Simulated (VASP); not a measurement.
Band structure of AlIn₃N₄ (ordered alloy cell). Calculation: PBEsol GGA, VASP's PBE PAW potentials (set 64) (plane waves; VASP).

Unless said otherwise, spin-orbit coupling is left out, though it shifts the bands of the heavy elements here.

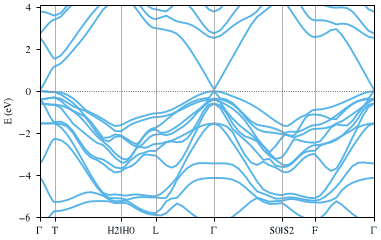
Bands along high-symmetry lines, zero at the valence-band maximum or, without a gap, the Fermi level

Problem. Read the plot: is there a gap, and where are the band edges?

Solution. The gap is direct, 0.08 eV, from the valence maximum at Γ to the conduction minimum at Γ. (Edges off the drawn lines would not show.)

The structure was generated: AlIn3N4 was put into an ordered model structure (R3m), which need not be its known phase. It was relaxed first.
